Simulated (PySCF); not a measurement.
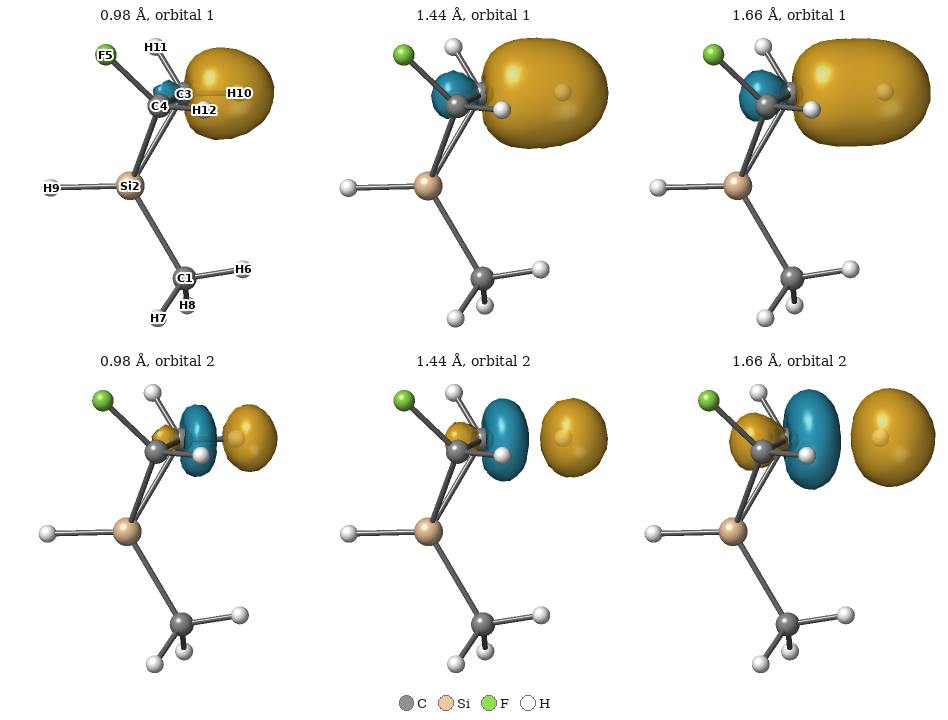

*C3H7FSi, SMILES `C[SiH]1C[CH]1F`. Rigid stretch of the C3–H10 bond. The two CASSCF(2,2) natural orbitals nearest half filling (orbital 1 the more occupied).*

Method: 6-31+G* basis; geometry: GFN2-xTB; program: PySCF. No frequency check shows the geometry to be a minimum.

Input

```python
import numpy as np
from pyscf import gto, scf, mcscf

mol = gto.M(atom='''
C     -2.28382     0.21805     0.40798
Si    -0.63089     0.11825    -0.50013
C      0.58631    -1.25480    -0.05289
C      0.96040     0.11165     0.53483
F      2.11618     0.65962     0.02593
H     -2.21419    -0.21273     1.40234
H     -2.61385     1.24731     0.51144
H     -3.05438    -0.31893    -0.13647
H     -0.53585     0.68527    -1.83370
H      0.35039    -2.02425     0.66940
H      1.27838    -1.61521    -0.80085
H      0.99896     0.19712     1.61681
''', basis='6-31+g*', charge=0, spin=0, verbose=4)
# stretch the bond between atoms 3 and 10, from long to short, fragments rigid
a, b, move = 2, 9, [9]
xyz = mol.atom_coords(unit='Angstrom')
u = xyz[b] - xyz[a]
r0 = np.linalg.norm(u)
rows, last, dm_u = [], None, None
for r in [3.0, 2.35, 1.93, 1.66, 1.44, 1.28, 1.18, 1.07, 0.98]:
    new = xyz.copy()
    new[move] += u / r0 * (r - r0)
    m = mol.set_geom_(new, unit='Angstrom', inplace=False)
    rhf = scf.RHF(m).density_fit(auxbasis='def2-universal-jkfit').run()
    uhf = scf.UHF(m).density_fit(auxbasis='def2-universal-jkfit').newton()
    if dm_u is None:
        c = rhf.mo_coeff
        h = m.nelectron // 2 - 1
        ca, cb = c.copy(), c.copy()
        ca[:, h], cb[:, h] = (c[:, h] + c[:, h + 1]) / 2**.5, (c[:, h] - c[:, h + 1]) / 2**.5
        dm_u = np.array([x[:, :h + 1] @ x[:, :h + 1].T for x in (ca, cb)])
    uhf.kernel(dm0=dm_u)
    for _ in range(3):
        c, _, stable, _ = uhf.stability(return_status=True)
        if stable:
            break
        uhf.kernel(c, uhf.mo_occ)
    dm_u = uhf.make_rdm1()
    mc = mcscf.CASSCF(rhf, 2, 2)
    mc.natorb = True
    mc.fix_spin_(ss=0)
    guess = mcscf.addons.make_natural_orbitals(uhf)[1] if last is None else mcscf.project_init_guess(mc, last.mo_coeff, last.mol)
    mc.kernel(guess)
    last = mc
    act = slice(mc.ncore, mc.ncore + mc.ncas)
    print('r %.3f  RHF %.6f  UHF %.6f  <S^2> %.3f  CASSCF %.6f  occupations' % (r, rhf.e_tot, uhf.e_tot, uhf.spin_square()[0], mc.e_tot), mc.mo_occ[act].round(4))
    rows.append((new, rhf.e_tot, uhf.e_tot, uhf.spin_square()[0], mc.e_tot, mc.mo_occ[act], mc.mo_coeff[:, act], dm_u[0] - dm_u[1], rhf.converged and uhf.converged and mc.converged))
    np.savez('result.npz', **{k: [row[i] for row in rows] for i, k in enumerate('xyz rhf uhf s2 cas occ c spin ok'.split())})
```

Launched as:

```sh
OMP_NUM_THREADS=1 python input.py
```

The run took 9.8 min on 1 thread of Arm Neoverse V1 (shared host), peak memory 0.45 GiB.

Q: How do the occupations change along the stretch?

A: 0.98 Å: 1.99 and 0.01; 1.44 Å: 1.95 and 0.05; 1.66 Å: 1.91 and 0.09. At the longest distance computed (3.00 Å) they are 1.30 and 0.70, and the effective number of unpaired electrons is 1.6.

Q: Where does the UHF solution part from RHF?

A: Between 1.44 Å (⟨S²⟩ = 0, the two coincide) and 1.66 Å (⟨S²⟩ = 0.04); at 3.00 Å ⟨S²⟩ is 0.99 and UHF lies 3.0 eV below RHF.

Q: How much energy does the stretch cost?

A: By CASSCF, 4.2 eV from the lowest point of the scan (1.07 Å) to 3.00 Å; RHF gives 6.8 eV from its own lowest point. The fragments aren't relaxed and dynamic correlation is missing, so this isn't a bond dissociation energy.
